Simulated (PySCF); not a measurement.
```json
{"atom": "C", "x (Å)": "-1.1026", "y (Å)": "0.2465", "z (Å)": "-1.2904"}
{"atom": "C", "x (Å)": "-0.1268", "y (Å)": "0.1674", "z (Å)": "-0.1102"}
{"atom": "C", "x (Å)": "-0.2624", "y (Å)": "1.4366", "z (Å)": "0.7345"}
{"atom": "C", "x (Å)": "1.2868", "y (Å)": "0.0995", "z (Å)": "-0.6866"}
{"atom": "S", "x (Å)": "2.5881", "y (Å)": "-0.1854", "z (Å)": "0.5657"}
{"atom": "Si", "x (Å)": "-0.5216", "y (Å)": "-1.3757", "z (Å)": "0.9561"}
{"atom": "F", "x (Å)": "-2.1210", "y (Å)": "-1.3850", "z (Å)": "1.1520"}
{"atom": "H", "x (Å)": "-1.0393", "y (Å)": "-0.6438", "z (Å)": "-1.9137"}
{"atom": "H", "x (Å)": "-2.1236", "y (Å)": "0.3368", "z (Å)": "-0.9281"}
{"atom": "H", "x (Å)": "-0.8824", "y (Å)": "1.1144", "z (Å)": "-1.9119"}
{"atom": "H", "x (Å)": "-1.2428", "y (Å)": "1.4838", "z (Å)": "1.2028"}
{"atom": "H", "x (Å)": "0.4947", "y (Å)": "1.4601", "z (Å)": "1.5158"}
{"atom": "H", "x (Å)": "-0.1379", "y (Å)": "2.3235", "z (Å)": "0.1130"}
{"atom": "H", "x (Å)": "1.5571", "y (Å)": "1.0491", "z (Å)": "-1.1530"}
{"atom": "H", "x (Å)": "1.3766", "y (Å)": "-0.6916", "z (Å)": "-1.4304"}
{"atom": "H", "x (Å)": "2.4616", "y (Å)": "-1.5082", "z (Å)": "0.6345"}
{"atom": "H", "x (Å)": "0.0178", "y (Å)": "-1.3115", "z (Å)": "2.3022"}
{"atom": "H", "x (Å)": "-0.2313", "y (Å)": "-2.6103", "z (Å)": "0.2362"}
```

Geometry: GFN2-xTB.

Level of theory: CAM-B3LYP/def2-SVPD, SCF density, gas phase in PySCF.

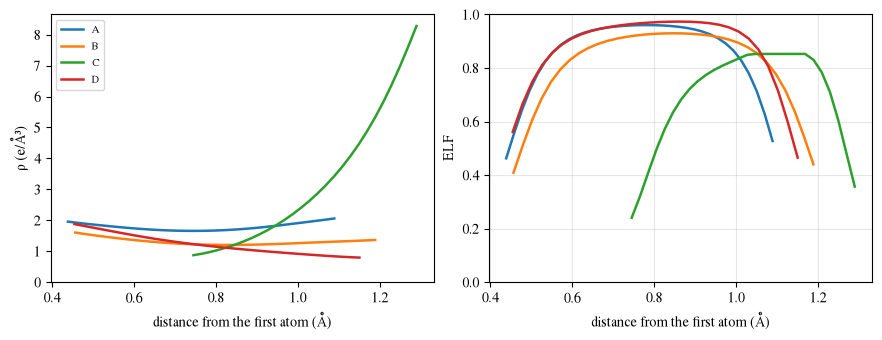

C₄H₁₁FSSi (SMILES CC(C)(CS)[SiH2]F). Total electron density and ELF along straight lines between neighbouring atoms. The curves leave out the atomic cores.

**Which curve belongs to which contact (C–C, C–S, C–Si and Si–F)? The first atom named is at distance zero.**

Curve A: C–C (1.53 Å): ρ at the midpoint is about 1.7 e/Å³; the ELF peaks at about 0.95 between the atoms, as expected for localised, covalent bonding. Curve B: C–S (1.83 Å): the density is about 1.2 e/Å³ at the midpoint; the ELF peaks at about 0.95 between the atoms; a covalent bond. Curve C: Si–F (1.61 Å): ρ at the midpoint is about 1 e/Å³; the ELF peaks at about 0.85 in the valence shell of F, 0.6 Å from its nucleus, and is about 0.50 at the midpoint. Curve D: C–Si (1.92 Å): ρ at the midpoint is about 0.96 e/Å³; the ELF peaks at about 1 between the atoms (a shared electron pair).
